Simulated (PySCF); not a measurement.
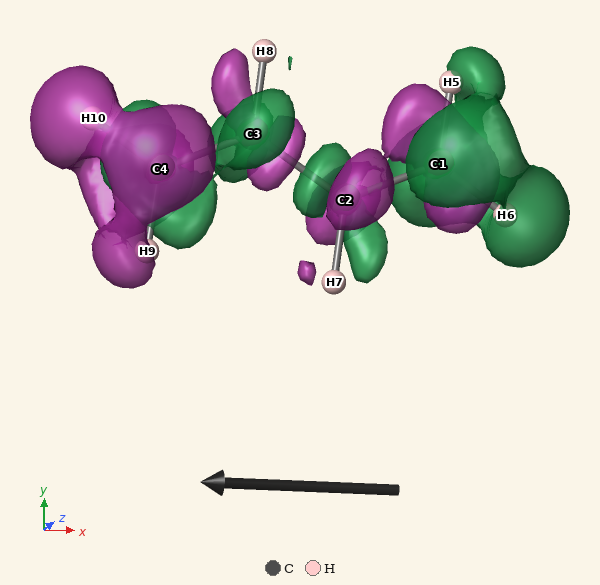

Figure. C4H6, SMILES `C=CC=C`. Change of the electron density in a uniform field of 0.41 V/Å along −x (arrow), surfaces at ±0.005 e/Å³ (green: gain, purple: loss).

Level of theory: BP86/aug-cc-pVDZ (PySCF), at a geometry from GFN2-xTB. No frequency check shows the geometry to be a minimum.

Coordinates in Å:

```
C1       1.8282    0.1074    0.0000
C2       0.6013   -0.4022    0.0000
C3      -0.6013    0.4022    0.0000
C4      -1.8282   -0.1074    0.0000
H5       1.9962    1.1722    0.0000
H6       2.7066   -0.5150    0.0000
H7       0.4561   -1.4750    0.0000
H8      -0.4561    1.4750    0.0000
H9      -1.9962   -1.1722    0.0000
H10     -2.7066    0.5150    0.0000
```

The field was applied in both directions; the picture shows the one opposite to the script's first.

> What dipole is induced, and what polarisability does it imply?

The induced dipole is 1.80 D (along the field); α along this axis, from the fields in both directions, is 88 bohr³ (13.1 Å³).
